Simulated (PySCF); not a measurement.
## EPR calculation of C₆H₁₀OSi (charge +1)

- system: C₆H₁₀OSi, charge +1, multiplicity 2
- method: UKS B3LYP, pcH-1 on C H O Si, non-relativistic, mean-field spin-orbit, GIAO (PySCF 2.14.0)

It belongs to a series of runs on one base structure; here: electron removed.

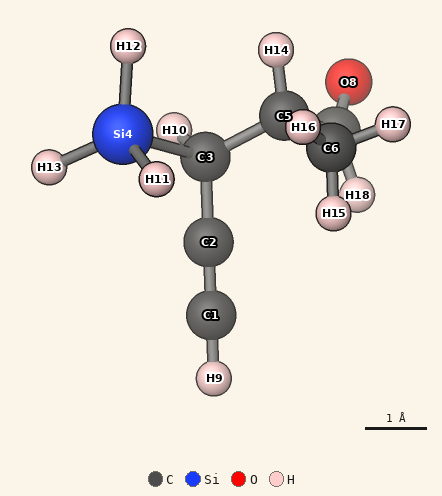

Fig. 1: The input geometry (ball-and-stick view, seen at a tilt; atoms are numbered from 1 in the order of the input). Bond lengths as drawn: C–C 1.21 to 1.55 Å, C–H 1.05 to 1.10 Å, C–O 1.18 Å, C–Si 2.07 Å and H–Si 1.46 Å.

Input
```
{"job": {"kind": "epr", "basis": "pcH-1"}, "charge": 1, "multiplicity": 2}
C      0.484686     2.613373    -0.160873
C      0.518824     1.426888    -0.387171
C      0.561370     0.037299    -0.632282
Si     2.185692    -0.645183     0.455612
C     -0.672880    -0.732060    -0.259414
C     -1.190528    -0.519468     1.153296
C     -1.745616    -0.198529    -1.249233
O     -2.134282    -0.807725    -2.180542
H      0.444301     3.652899     0.000092
H      0.894094    -0.176910    -1.649306
H      1.870957    -0.202381     1.810780
H      2.090603    -2.082372     0.217205
H      3.277473     0.057302    -0.207142
H     -0.546391    -1.795947    -0.479062
H     -1.206839     0.536095     1.414179
H     -0.560516    -1.053619     1.862354
H     -2.197505    -0.918970     1.253276
H     -2.082205     0.815627    -0.973426
```

The first line tells a small driver script what to run in PySCF; the rest is the geometry in Å.

Run as:
```bash
OMP_NUM_THREADS=1 python <driver script> task.json out
```

Log
```
UKS, coarse grid
  cycle   1  E = -598.85557797  |g| = 5.96e-01
  cycle   2  E = -597.98141243  |g| = 1.51e+00
  cycle   3  E = -598.96267010  |g| = 2.62e-01
  cycle   4  E = -598.98730348  |g| = 1.60e-01
  cycle   5  E = -599.00034986  |g| = 6.67e-02
  cycle   6  E = -599.00274624  |g| = 2.23e-02
  cycle   7  E = -599.00291503  |g| = 1.28e-02
  cycle   8  E = -599.00299984  |g| = 4.61e-03
  cycle   9  E = -599.00301214  |g| = 1.71e-03
  cycle  10  E = -599.00301485  |g| = 5.81e-04
UKS, final grid
  cycle   1  E = -599.00295881  |g| = 7.09e-04
  cycle   2  E = -599.00295854  |g| = 1.12e-03
  cycle   3  E = -599.00295916  |g| = 2.30e-04
  cycle   4  E = -599.00295919  |g| = 1.46e-04
  cycle   5  E = -599.00295921  |g| = 1.62e-04
  cycle   6  E = -599.00295923  |g| = 4.50e-05
  cycle   7  E = -599.00295923  |g| = 7.87e-06
E = -599.00295923 Eh   <S^2> = 0.7571 (exact 0.7500)
g shifts (ppm)      1          2          3
  rmc          -208       -208       -208
  gc              5         16         29
  oz_so        -360       2423       3787
  total        -563       2231       3609
hyperfine (MHz)  atom isotope    a_iso     a_fc   dipolar eigenvalues
    0   13C      21.40      21.36    -26.45    -23.66     50.11
    1   13C     -17.62     -17.68     -8.77     -0.19      8.96
    2   13C       2.71       2.69    -17.16    -16.82     33.98
    3  29Si     -24.16     -24.18    -34.54     17.18     17.36
    4   13C     -11.51     -11.51    -13.84    -13.79     27.63
    5   13C       0.90       0.90     -2.22     -1.60      3.82
    6   13C     -14.33     -14.27    -13.52     -3.88     17.40
    7   17O     -17.52     -17.47    -89.03     41.76     47.27
    8    1H     -24.96     -24.98    -12.06     -2.29     14.35
    9    1H      25.43      25.43     -7.91     -1.38      9.29
   10    1H       5.83       5.82     -2.24     -0.52      2.76
   11    1H      14.67      14.67     -2.69     -0.13      2.82
   12    1H      10.62      10.61     -2.39     -0.48      2.87
   13    1H      -2.30      -2.31     -6.49      0.17      6.32
   14    1H      -0.53      -0.53     -1.54     -0.20      1.74
   15    1H      20.43      20.43     -1.84     -0.35      2.19
   16    1H       4.38       4.38     -2.22     -1.27      3.49
   17    1H     152.11     152.12     -5.63     -2.38      8.01
```

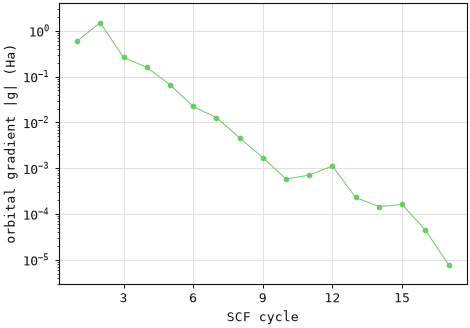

Fig. 2: Convergence of the self-consistent field: orbital gradient |g| against the SCF cycle. All cycles printed in the log are drawn one after another.

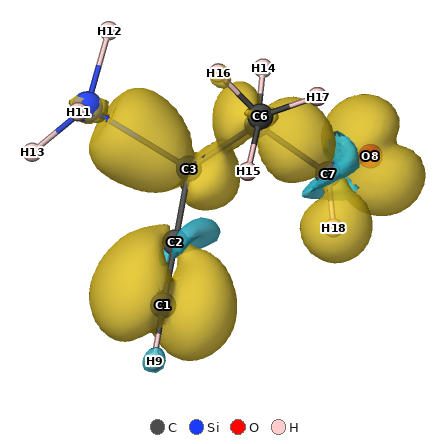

Fig. 3: Isosurfaces of the spin density at +0.015 (yellow) and −0.015 e/Å³ (cyan), seen face on. The unpaired spin (1 electron) lies mostly on O8 (about 0.2), C1 (about 0.2), C3 (about 0.1), Si4 (about 0.1) and C5 (about 0.1), in electrons by Hirshfeld's partition.

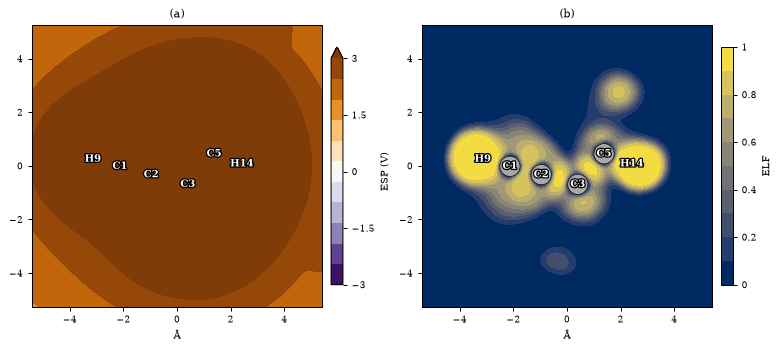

Fig. 4: (a) electrostatic potential; (b) ELF on the plane of atoms C3, C5 and H14. Grey discs, where drawn, cover atomic cores. The section cuts through C and H sites. C–C (1.21 Å): the ELF peaks at about 0.90 between the atoms (a multiple bond by its length, whose ELF region spreads away from the axis). The potential has no marked negative region in this plane.

Summary

```csv
quantity,value
outcome,converged
total energy,−599.002959 hartree
⟨S²⟩,0.757
isotropic g,2.0041
hardware,"1 CPU thread, shared host"
wall time,2.1 min
peak memory,1.1 GiB
```
